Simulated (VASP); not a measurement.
Energy against volume of Cu2O (cuprite). Calculation: LDA (Ceperley-Alder, Perdew-Zunger), VASP's LDA PAW potentials (set 64) (plane waves; VASP 6.6.1).

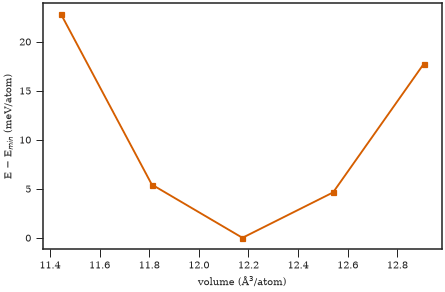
Energy against volume

Estimate the equilibrium volume and the bulk modulus.

The minimum lies near 12.2 Å³/atom, and the curvature gives B0 of about 150 GPa.

Measured: a 4.276 Å at 15 K (computed value off by -2.2 %), as given by Leila H. N. Rimmer et al., Physical Review B (2014), arXiv:1402.1026. The calculation is for a static lattice, while the measured a holds thermal and zero-point effects, which are part of the difference.

The compound is Cu2O in the cuprite structure. It was relaxed first, which changed the volume by -6 %.
